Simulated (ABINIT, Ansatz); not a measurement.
# CaC2 (Immm): G0W0 with ABINIT, start to end, part 3 of 3

Aim: the G0W0 gap of CaC2 (Immm) on PBEsol, step by step.

ABINIT 10.8.3; PBEsol and many-body steps on it, plane waves. Known limits of the many-body steps: not at the basis limit; coarse k mesh.

So far. Step 3 (Bands along the symmetry lines): The gap is 2.293 eV, −0.049 eV from the run before at this level. Step 4 (Empty states on the mesh, 4×4×4 mesh, 37 bands): On this mesh the gap is 2.291 eV.

## (5) Screening, 4×4×4 mesh, 33 bands, screening to 98 eV

The RPA dielectric matrix is built and inverted for each q.

This step: RPA screening on PBEsol, plane waves, norm-conserving pseudopotentials.

File run.abi:

```
acell 3*1.0 Angstrom
rprim 
  -1.894876555000 2.443261230000 2.680131180000
  1.894876555000 -2.443261230000 2.680131180000
  1.894876555000 2.443261230000 -2.680131180000
ntypat 2
znucl 20 6
natom 3
typat 1 2 2
xred 
  0.000000000000 0.000000000000 0.000000000000
  0.371239070000 0.500000000000 0.871239070000
  0.628760930000 0.500000000000 0.128760930000
pp_dirpath "pseudos"
pseudos "Ca.upf, C.upf"
ecut 37
ngkpt 4 4 4
nshiftk 1
shiftk 0 0 0
kptopt 1
chksymbreak 0
istwfk *1
occopt 1
irdwfk 1
optdriver 3
nband 33
ecuteps 3.6
inclvkb 2
awtr 1
symchi 1
indata_prefix "in"
outdata_prefix "out"
tmpdata_prefix "tmp"
```

Launch:

```
$ OMP_NUM_THREADS=1 mpirun -n 4 abinit run.abi > log
```

Numbers of over 12 decimals in the logs are rounded to 6 here.

Log:

```text
.Version 10.8.3 of ABINIT. v10.8.2 released Aug 2026.

 Symmetries : space group Im m m (# 71); Bravais oI (body-center ortho.)
[... echo of the input left out ...]
== DATASET  1 ==================================================================
-   mpi_nproc: 4, omp_nthreads: 1 (-1 if OMP is not activated)

--- !DatasetInfo
iteration_state: {dtset: 1, }
dimensions: {natom: 3, nkpt: 18, mband: 33, nsppol: 1, nspinor: 1, nspden: 1, mpw: 3625, }
cutoff_energies: {ecut:  37.0, pawecutdg:  -1.0, }
electrons: {nelect:   1.80000000E+01, charge:   0.00000000E+00, occopt:   1.00000000E+00, tsmear:   1.00000000E-02, }

 SCREENING: Calculation of the susceptibility and dielectric matrices

 Based on a program developped by R.W. Godby, V. Olevano, G. Onida, and L. Reining.
 Incorporated in ABINIT by V. Olevano, G.-M. Rignanese, and M. Torrent.
.Using double precision arithmetic ; gwpc =  8

[... cell and pseudopotentials left out ...]
--------------------------------------------------------------------------------

 ==== K-mesh for the wavefunctions ====
 Number of points in the irreducible wedge :    18
[... list of points left out ...]
 Together with  8 symmetry operations and time-reversal symmetry
 yields    64 points in the full Brillouin Zone.

 ==== Q-mesh for the screening function ====
 Number of points in the irreducible wedge :    18
[... list of points left out ...]
 Together with  8 symmetry operations and time-reversal symmetry
 yields    64 points in the full Brillouin Zone.

 setmesh: FFT mesh size selected  =    45x   45x   45
          total number of points  =        91125

 vcoul_init : cutoff-mode = AUXILIARY_FUNCTION
 q-points for optical limit:   1
     1)      0.000010    0.000020    0.000030

- screening: taking advantage of time-reversal symmetry
- Maximum band index for partially occupied states nbvw = 9
- Remaining bands to be divided among processors   nbcw = 24
- Number of bands treated by each node ~6

 Number of electrons calculated from density =   18.0000; Expected =   18.0000
 average of density, n =  0.053741
 r_s =    1.6439
 omega_plasma =   22.3620 [eV]

 calculating chi0 at frequencies [eV] :
  1    0.000000E+00    0.000000E+00
  2    0.000000E+00    2.236197E+01

--------------------------------------------------------------------------------
  q-point number  1        q = ( 0.000000, 0.000000, 0.000000) [r.l.u.]
--------------------------------------------------------------------------------
[... chi0 elements left out ...]
 For q-point:  0.000010 0.000020 0.000030
  dielectric constant =   3.6167
  dielectric constant without local fields =   4.3311

  Average fulfillment of the sum rule on Im[epsilon] for q-point    1 :     40.91  [%]
[... wings left out ...]
  q-point number  2        q = ( 0.250000, 0.000000, 0.000000) [r.l.u.]
--------------------------------------------------------------------------------
[... chi0 elements left out ...]
  Average fulfillment of the sum rule on Im[epsilon] for q-point    2 :     64.26  [%]

 [... 16 further q-points ...]
```

Run time: 62 s. Hardware: 4 MPI ranks of Arm Neoverse V1, shared host; peak memory 1.9 GiB.

This step gave:

| Item | Value |
| --- | --- |
| ε∞ with local fields, on this mesh, along the program's q direction | 3.617 |
| the same without local fields | 4.331 |
| plasma frequency | 22.36 eV |
| plane waves in the screening matrix | 105 |

Local fields lower ε∞ by 16 %. On a Γ-centred mesh this coarse the value itself is usually too large, while a short band sum pulls it down.

## (6) Self-energy, 4×4×4 mesh, 33 bands, screening to 98 eV

The self-energy is evaluated for the states that the input lists, and the levels follow from it, in one-shot runs by the linearised quasiparticle equation.

This step: G0W0 on PBEsol, plane waves, norm-conserving pseudopotentials.

Changes to run.abi since step 5:

```diff
@@ -24,8 +24,17 @@
 irdwfk 1
-optdriver 3
+optdriver 4
 nband 33
+gwcalctyp 0
+ecutsigx 37
+symsigma 1
+nkptgw 2
+kptgw 
+  0.2500000000 -0.2500000000 0.2500000000
+  0.0000000000 0.0000000000 0.0000000000
+bdgw 
+  8 11
+  8 11
 ecuteps 3.6
-inclvkb 2
-awtr 1
-symchi 1
+irdscr 1
+ppmodel 1
 indata_prefix "in"
```

Log:

```text
.Version 10.8.3 of ABINIT. v10.8.2 released Aug 2026.

 Symmetries : space group Im m m (# 71); Bravais oI (body-center ortho.)
[... echo of the input left out ...]
== DATASET  1 ==================================================================
-   mpi_nproc: 4, omp_nthreads: 1 (-1 if OMP is not activated)

--- !DatasetInfo
iteration_state: {dtset: 1, }
dimensions: {natom: 3, nkpt: 18, mband: 33, nsppol: 1, nspinor: 1, nspden: 1, mpw: 3625, }
cutoff_energies: {ecut:  37.0, pawecutdg:  -1.0, }
electrons: {nelect:   1.80000000E+01, charge:   0.00000000E+00, occopt:   1.00000000E+00, tsmear:   1.00000000E-02, }

 SIGMA: Calculation of the GW corrections

 Based on a program developped by R.W. Godby, V. Olevano, G. Onida, and L. Reining.
 Incorporated in ABINIT by V. Olevano, G.-M. Rignanese, and M. Torrent.
.Using double precision arithmetic ; gwpc =  8

[... cell and pseudopotentials left out ...]
--------------------------------------------------------------------------------

 ==== K-mesh for the wavefunctions ====
 Number of points in the irreducible wedge :    18
[... list of points left out ...]
 Together with  8 symmetry operations and time-reversal symmetry
 yields    64 points in the full Brillouin Zone.

 ==== Q-mesh for screening function ====
 Number of points in the irreducible wedge :    18
[... list of points left out ...]
 Together with  8 symmetry operations and time-reversal symmetry
 yields    64 points in the full Brillouin Zone.

 vcoul_init : cutoff-mode = AUXILIARY_FUNCTION
 q-points for optical limit:   1
     1)      0.000010    0.000020    0.000030
 setmesh: FFT mesh size selected  =    72x   72x   72
          total number of points  =       373248

 Number of electrons calculated from density =   18.0000; Expected =   18.0000
 average of density, n =  0.053741
 r_s =    1.6439
 omega_plasma =   22.3620 [eV]

 === KS Band Gaps ===
  >>>> For spin  1
   Minimum direct gap =   2.6016 [eV], located at k-point      :   0.0000  0.0000  0.0000
   Fundamental gap    =   2.2910 [eV], Top of valence bands at :   0.2500 -0.2500  0.2500
                                       Bottom of conduction at :   0.0000  0.0000  0.0000
 SIGMA fundamental parameters:
 PLASMON POLE MODEL  1
 number of plane-waves for SigmaX                 3625
 number of plane-waves for SigmaC and W            105
 number of plane-waves for wavefunctions          3625
 number of bands                                    33
 number of independent spin polarizations            1
 number of spinorial components                      1
 number of k-points in IBZ                          18
 number of q-points in IBZ                          18
 number of symmetry operations                       8
 number of k-points in BZ                           64
 number of q-points in BZ                           64
 number of frequencies for dSigma/dE                 9
 frequency step for dSigma/dE [eV]                0.25
 number of omega for Sigma on real axis              0
 max omega for Sigma on real axis  [eV]           0.00
 zcut for avoiding poles [eV]                     0.10

 EPSILON^-1 parameters (SCR file):
 dimension of the eps^-1 matrix on file            105
 dimension of the eps^-1 matrix used               105
 number of plane-waves for wavefunctions          3625
 number of bands                                    33
 number of q-points in IBZ                          18
 number of frequencies                               2
 number of real frequencies                          1
 number of imag frequencies                          1

 matrix elements of self-energy operator (all in [eV])

 Perturbative Calculation

--- !SelfEnergy_ee
iteration_state: {dtset: 1, }
kpoint     : [   0.250,   -0.250,    0.250, ]
spin       : 1
KS_gap     :    4.080
QP_gap     :    6.353
Delta_QP_KS:    2.273
data: !SigmaeeData |
     Band     E0 <VxcDFT>   SigX SigC(E0)      Z dSigC/dE  Sig(E)    E-E0       E
        8   1.521 -13.476 -16.450   2.415   0.786  -0.272 -13.916  -0.440   1.081
        9   2.476 -14.677 -18.791   3.670   0.780  -0.282 -15.023  -0.347   2.130
       10   6.557 -12.439  -7.022  -3.044   0.812  -0.232 -10.513   1.927   8.483
       11   7.757 -12.430  -6.023  -3.702   0.821  -0.219 -10.211   2.220   9.977

--- !SelfEnergy_ee
iteration_state: {dtset: 1, }
kpoint     : [   0.000,    0.000,    0.000, ]
spin       : 1
KS_gap     :    2.602
QP_gap     :    4.771
Delta_QP_KS:    2.169
data: !SigmaeeData |
     Band     E0 <VxcDFT>   SigX SigC(E0)      Z dSigC/dE  Sig(E)    E-E0       E
        8   1.909 -13.995 -16.826   2.291   0.790  -0.266 -14.422  -0.427   1.482
        9   2.166 -13.899 -16.676   2.272   0.788  -0.269 -14.297  -0.398   1.767
       10   4.767 -11.381  -6.486  -2.737   0.820  -0.219  -9.611   1.771   6.538
       11   6.030 -13.053  -7.651  -2.765   0.815  -0.227 -10.904   2.150   8.180

== END DATASET(S) ==============================================================
================================================================================

 -outvars: echo values of variables after computation  --------
           etotal      0.0000000000E+00
            nband          33
             nkpt          18
          spgroup          71
 [... the other variables as echoed above ...]

 Calculation completed.
```

The job ended after 11 s (4 MPI ranks; peak memory 1.9 GiB).

This step gave:

| Item | Value |
| --- | --- |
| G0W0 gap on the points computed | 4.408 eV |
| starting gap on the mesh | 2.291 eV |
| k of the valence top | 0.25, -0.25, 0.25 |
| k of the conduction bottom | 0, 0, 0 |
| Z at the valence top | 0.78 |
| Z at the conduction bottom | 0.82 |
| least direct G0W0 gap on the computed points | 4.771 eV |

The gap on the mesh goes from 2.29 eV to 4.41 eV, a correction of +2.12 eV. The start differs from the 2.34 eV found before because the two sample other k points.

Limits: finite bands, cutoff and mesh; coarse k mesh. v1 is the top filled band, c1 the lowest empty one. Levels before and after the correction, in eV, zero at the valence-band top of each column:

|  | conduction bottom | valence top |
| --- | --- | --- |
| Kohn-Sham | 2.29 | 0.00 |
| G0W0 | 4.41 | 0.00 |

|  | level | energy (eV) |
| --- | --- | --- |
| Kohn-Sham | (0.25 -0.25 0.25) v2 | -0.955 |
| Kohn-Sham | (0.25 -0.25 0.25) v1 | 0.000 |
| Kohn-Sham | (0.25 -0.25 0.25) c1 | 4.080 |
| Kohn-Sham | (0.25 -0.25 0.25) c2 | 5.281 |
| Kohn-Sham | Γ v2 | -0.568 |
| Kohn-Sham | Γ v1 | -0.310 |
| Kohn-Sham | Γ c1 | 2.291 |
| Kohn-Sham | Γ c2 | 3.554 |
| G0W0 | (0.25 -0.25 0.25) v2 | -1.049 |
| G0W0 | (0.25 -0.25 0.25) v1 | 0.000 |
| G0W0 | (0.25 -0.25 0.25) c1 | 6.353 |
| G0W0 | (0.25 -0.25 0.25) c2 | 7.847 |
| G0W0 | Γ v2 | -0.648 |
| G0W0 | Γ v1 | -0.363 |
| G0W0 | Γ c1 | 4.408 |
| G0W0 | Γ c2 | 6.050 |

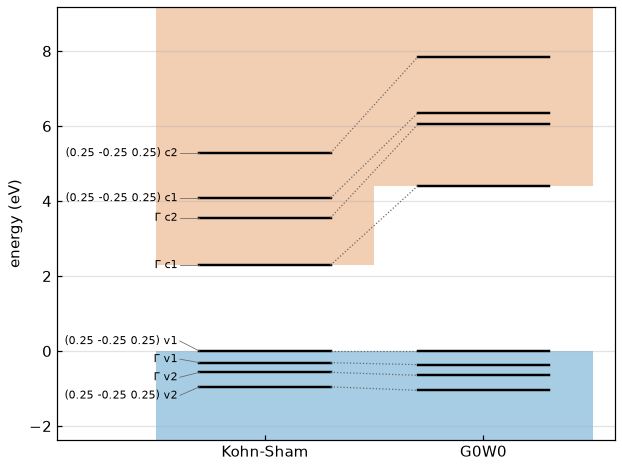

Levels before and after the correction. Shaded: valence and conduction bands.

## (7) Where the time went

Times are wall times on 4 MPI ranks of Arm Neoverse V1, shared host, good to a factor of about two.

| step | time | share | memory (GiB) |
| --- | --- | --- | --- |
| ground state | 29 s | 18 % | 0.34 |
| bands along the symmetry lines | 38 s | 25 % | 0.33 |
| empty states on the mesh | 16 s | 11 % | 0.29 |
| screening | 62 s | 40 % | 1.9 |
| self-energy | 11 s | 7 % | 1.9 |

## (8) Results

```
PBEsol gap           : 2.29 eV, indirect
G0W0 gap on the mesh : 4.41 eV
GW settings          : 4×4×4 mesh, 33 bands, screening to 98 eV, Godby-Needs plasmon pole
known limits         : not at the basis limit; coarse k mesh
```

In words: G0W0 moves the gap on the mesh from 2.29 eV to 4.41 eV (+2.12 eV), with Z of 0.78 and 0.82 at the edges. Local fields lower the RPA ε∞ on this mesh from 4.33 to 3.62; a Γ-centred mesh this coarse tends to raise both, most where the direct gap is narrow, while a short band sum lowers them. Only 2 of the mesh's irreducible points were corrected, so a valley elsewhere could overtake. The dearest step here is «screening». Bands and cutoff are finite, so the gap is not at the basis limit. The miss can reach some tenths of an eV and take either sign; the mesh is an error of its own. In the G0W0 run levels were corrected at 2 k points alone, so a gap called «on the mesh» is the least over those, and an edge elsewhere would be missed. The 4×4×4 mesh is coarse for this cell, which bears on the long-range parts of exchange and screening.

[Paths, hosts, dates, memory and timing lines, banners, echoed tables and standing remarks are left out of the program output.]

[Logs are printed without paths, hosts, clocks, repeated set-up lines and the standing remarks that a program may print on its own settings, such as how far it seeks lower states.]

[Runs of the session that timed out or met a known fault of the program may be left out.]

[Hosts, paths, dates, database ids (printed as entryN), source tags and the programs' standing remarks are cut or masked in the printed files.]

[G0W0 gaps are taken among the corrected bands and points alone; a level outside them can change the order at an edge.]

[Where Ansatz stands beside ABINIT at settings called matched, ABINIT's density can come from a denser mesh and the files from another edition; pairs whose starting gaps differed by over 0.03 eV were left out, so agreement reads better than it is.]
